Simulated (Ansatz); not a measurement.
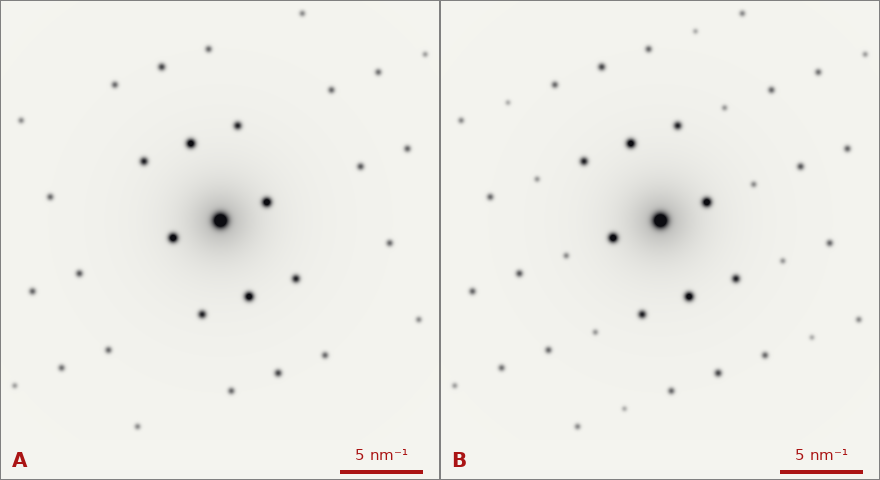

Two kinematic electron diffraction simulations (80 kV, B = 0.5 Å²) along [211] of BiMo, space group F-43m (No. 216), a = 5.63 Å. In one, Mo and Bi are ordered as in the structure; in the other they share their sites at random (average scattering factor, positions unchanged, diffuse scattering left out). Structure: the input geometry of an electronic-structure calculation (not necessarily at equilibrium); the starting structure was generated, so it need not be a known form of this composition.

Which pattern belongs to the ordered crystal, and which reflections tell?

B is ordered. It has difference reflections such as 2 -2 -2, 2 -4 0, 2 0 -4, 2 -6 2 (d = 1.62 Å for the first), whose structure factor is proportional to f(Mo) − f(Bi); they vanish when the two elements are mixed, although the lattice stays the same for some or all of them: the mixed structure has higher symmetry or its sites cancel there.
